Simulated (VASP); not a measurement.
Band structure of Te2W (relaxed from the marcasite structure, space group Pnnm). Level of theory: PBEsol GGA, VASP's PBE PAW potentials (set 64) (plane waves; VASP 6.6.1).

Unless said otherwise, spin-orbit coupling is left out, though it shifts the bands of the heavy elements here.

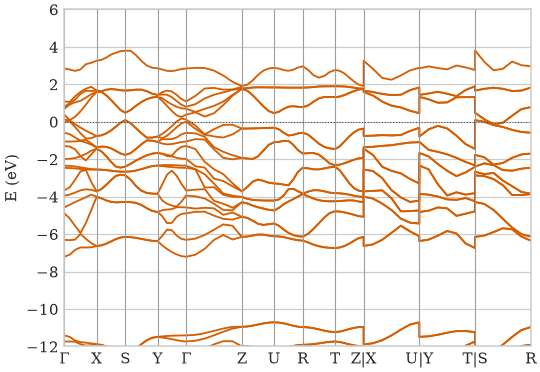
Figure. Bands along high-symmetry lines, zero at the valence-band maximum or, without a gap, the Fermi level

Task: Read the plot: is there a gap, and where are the band edges?

Result: It has no gap at this level: it comes out as a metal or semimetal. (Edges off the drawn lines would not show.)

The structure was generated: Te2W was put into the marcasite type (Pnnm), which need not be its known phase. It was relaxed first, which changed the volume by -24 %.
